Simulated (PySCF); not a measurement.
SMILES Cc1ccccc1-c1ccsc1, GFN2-xTB optimised geometry. Atoms within 1.6 Å of the plane z = 1.5 Å (x, y, z in Å): C1 (2.39, 0.57, 1.87), C2 (1.98, -0.43, 0.82), C3 (2.67, -1.62, 0.71), C7 (0.90, -0.20, -0.04), C8 (0.10, 1.03, 0.00), C9 (-1.33, 1.03, 0.00), C10 (-1.85, 2.28, 0.01), S11 (-0.64, 3.50, 0.00), C12 (0.60, 2.30, 0.00), H13 (3.14, 1.25, 1.47), H14 (1.54, 1.16, 2.21), H15 (2.83, 0.05, 2.72), H16 (3.51, -1.80, 1.37), H20 (-1.91, 0.13, 0.01), H21 (-2.89, 2.57, 0.02), H22 (1.62, 2.62, -0.03).

Calculation: PBE0/def2-SVP run with PySCF. Cells within 0.4 Å of a nucleus heavier than hydrogen are left out (blank, or x).

Map of the log10 of the electron density (e/bohr³), floored at −4 on the plane z = 1.5 Å:

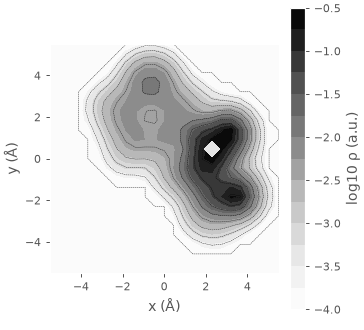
Figure: Log10 of the electron density (e/bohr³), floored at −4 on the plane z = 1.5 Å.
